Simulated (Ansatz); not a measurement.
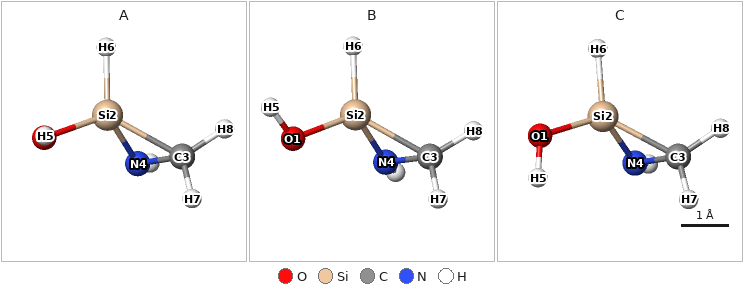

3 geometries from a converged minimum-energy path of CH5NOSi, shuffled. Style: ball-and-stick. Shown at a tilt.

The calculation used Ansatz 0.2.0, RKS LDA/def2-SVP. Settings: 5 movable images; climbing image; force threshold 0.05 eV/Å; iteration limit 60; starting path by image-dependent pair potential.

### Which frame is the top of the path?

A. In order along the path, whose images run from 0 to 6: C (image 1, +0.30 kcal/mol), A (image 4, +2.87 kcal/mol), B (image 6, +2.28 kcal/mol). The motion is a rotation about the O–Si bond by about 170°. No bond forms or breaks between the ends. Among the angles between lasting bonds that change up to the highest image: O–Si–H 104.9° → 110.7°, Si–N–H 144.3° → 138.8°.
